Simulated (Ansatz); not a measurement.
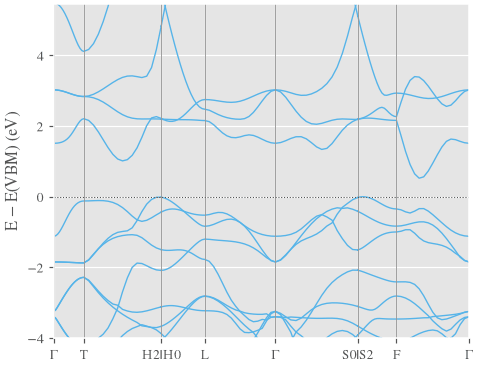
Figure: Band structure from LDA in the plane-wave PAW code Ansatz

The gap is 0.45 eV; an edge lies off the plotted path or next to a special point (maximum off the standard path, minimum off the standard path).

The material is AgRhO2 in space group R-3m (No. 166; Ag on 3a, Rh on 3b, O on 6c).

The workflow started from a Materials Project entry (that database holds measured and hypothetical structures alike); the Crystallography Open Database copy checked does not list it. Whether it is the stable phase at ambient conditions was not checked. The cell was relaxed with LDA under the symmetry of its start; of distortions, only those at the zone centre were tested. No spin polarisation was allowed. Scalar-relativistic: spin–orbit coupling is off unless named, which matters more the heavier the elements.

Potentials: the later of the program's two PAW sets.
